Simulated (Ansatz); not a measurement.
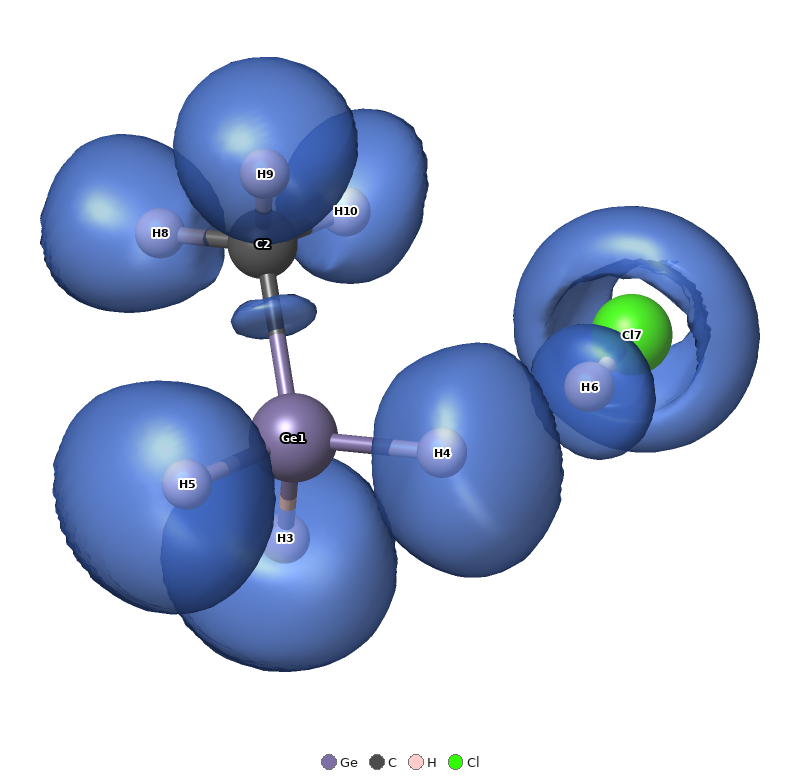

*CH$_{6}$Ge···HCl. Isosurface of the electron localisation function at 0.85 (blue), seen at a tilt. Only the valence region is drawn (cores and ρ < 0.01 e/Å³ removed).*

These are results of RKS PBE0-D4/def2-SVP in Ansatz, not measurements.

```xyz
10

Ge   -0.3813   -0.0783   -1.0076
C     0.1608   -1.1696    0.5130
H    -1.7949    0.4963   -0.8086
H     0.5952    1.1162   -1.1650
H    -0.3394   -0.8786   -2.3230
H     0.6398    2.1986    0.5690
Cl    0.3223    2.4554    1.7935
H    -0.5583   -1.9856    0.6731
H     1.1544   -1.6064    0.3373
H     0.2012   -0.5478    1.4185
```

Q: What do the ELF domains correspond to?

A: The surface consists of seven regions around hydrogen nuclei, one lobe of the valence shell of C pointing towards Ge (polar bonds) and one ring or bowl of non-bonding electrons around Cl. Along the contacts the grid gives the following. Ge1···H6 (2.95 Å): the ELF dips to about 0.05 between them. C–Ge (1.95 Å): the ELF peaks at about 0.90 in the valence shell of C, 0.7 Å from its nucleus, and is about 0.70 at the midpoint.
